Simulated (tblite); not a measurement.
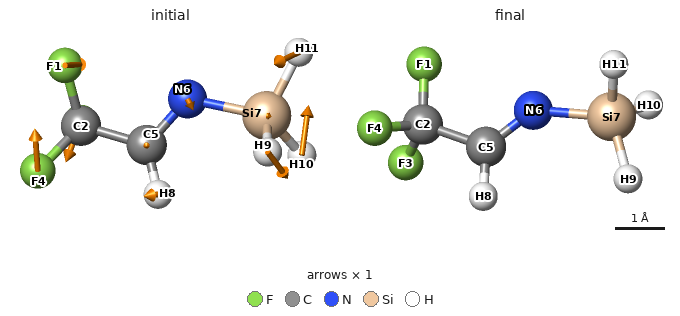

The structure of C2H4F3NSi before (left) and after (right) a relaxation, at one scale. The orange arrows give the displacements, at their true length.

Style: ball-and-stick. Shown at a tilt.

Computed with GFN2-xTB geometry optimisation, gas phase (tblite 0.8.0). 

> Describe what moved and what it gained.

The largest move after the best rigid fit is that of H10, 1.07 Å. By element the largest moves are H 1.07 Å, F 1.05 Å, N 0.27 Å, Si 0.11 Å, C 0.08 Å. Among the contacts that change: F1–C2 1.387 → 1.330 Å, N6–Si7 1.775 → 1.731 Å, C2–F4 1.387 → 1.345 Å, C5–N6 1.280 → 1.239 Å. Bond angles that change, for instance: C5–N6–Si7 119.4° → 134.9°, C2–C5–H8 121.7° → 112.1°, N6–Si7–H10 110.8° → 101.5°. Groups turn about N6–Si7 by about 50°, C2–C5 by about 35°. After 122 geometry steps the energy has fallen by 46.1 kJ/mol. The run took 0.47 s on 1 thread of Arm Neoverse V2, with other jobs on the host.
